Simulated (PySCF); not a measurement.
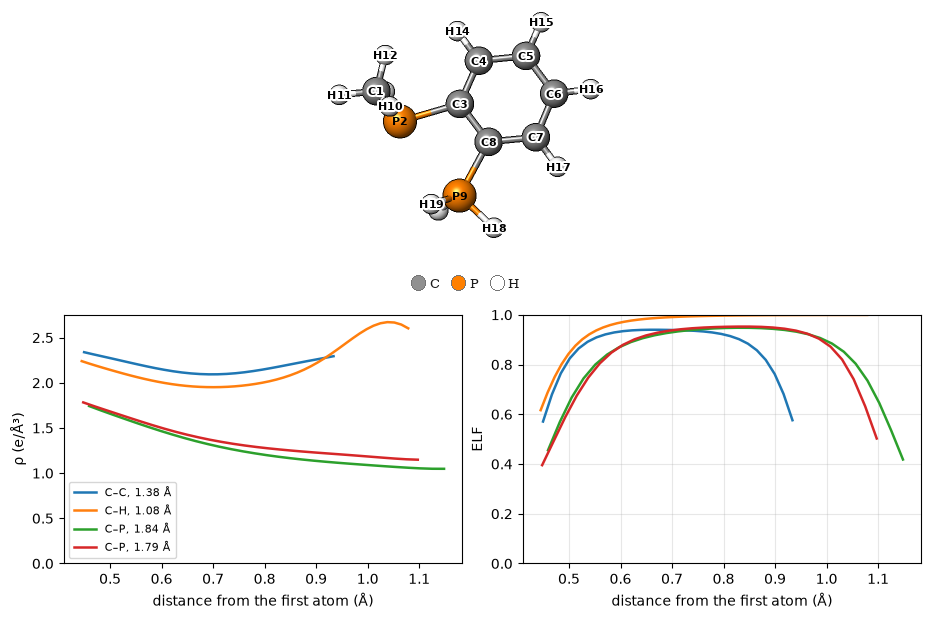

The picture shows: C₇H₁₁P₂ (SMILES CPc1ccccc1[PH3+]) (charge +1). Total electron density and electron localisation function along straight lines between neighbouring atoms. The curves leave out the atomic cores. The structure is drawn too.

Geometry: GFN2-xTB.

These are results of PBE0/pcSseg-1, SCF density, gas phase, non-relativistic (PySCF), not measurements.

Input

```
{"job": {"kind": "nmr", "xc": "PBE0", "basis": "pcSseg-1"}, "charge": 1, "multiplicity": 1}
C      2.814279    -0.518027     0.066150
P      1.293873    -1.146327     0.884129
C      0.088388     0.163002     0.469257
C      0.105235     1.511907     0.775780
C     -0.927489     2.323349     0.324223
C     -1.972020     1.802366    -0.427769
C     -2.012416     0.452932    -0.740269
C     -0.976341    -0.353071    -0.281377
P     -0.883311    -2.117215    -0.579429
H      2.697240    -0.580091    -1.015574
H      3.654662    -1.144504     0.363269
H      3.010464     0.514313     0.352133
H      1.594191    -0.752503     2.187568
H      0.910260     1.929504     1.362035
H     -0.918004     3.376057     0.561680
H     -2.763034     2.451671    -0.768946
H     -2.826457     0.041449    -1.319895
H     -2.007734    -2.405845    -1.339060
H      0.136050    -2.582495    -1.373262
H     -1.022985    -2.955796     0.496320
```

Command:

```sh
OMP_NUM_THREADS=1 python probes_run.py task.json out
```

What kind of bonding do the profiles show?

C–C (1.38 Å): ρ is about 2.1 e/Å³ halfway; the ELF peaks at about 0.95 between the atoms; localised, covalent bonding.
C–H (1.08 Å): ρ is about 2.1 e/Å³ halfway; the ELF climbs to about 1 towards the hydrogen, as it does in any bond to H (a covalent bond by its length).
C–P (1.84 Å): ρ at the midpoint is about 1.1 e/Å³; the ELF peaks at about 0.95 between the atoms, as expected for localised, covalent bonding.
C–P (1.79 Å): ρ at the midpoint is about 1.2 e/Å³; the ELF peaks at about 0.95 between the atoms, as expected for localised, covalent bonding.
